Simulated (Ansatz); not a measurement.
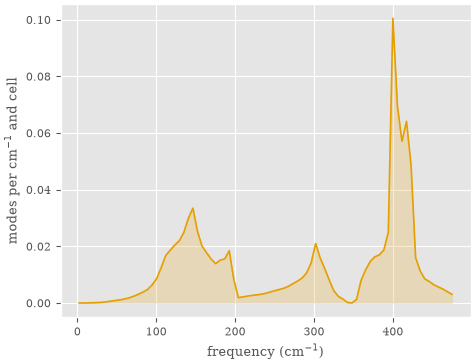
Figure: Phonon density of states of zinc blende AlP; finite displacements on a 6×6×6 mesh, PBE in Ansatz (a program for electronic structure), k mesh 6×6×6

Dynamical quadrupoles are not included in the interpolation of the phonons between the solved wave vectors.

### Question
Where is the tallest peak, and is there a gap in the spectrum?

### Answer
The tallest peak lies near 400 cm⁻¹. No clear gap shows at this resolution.
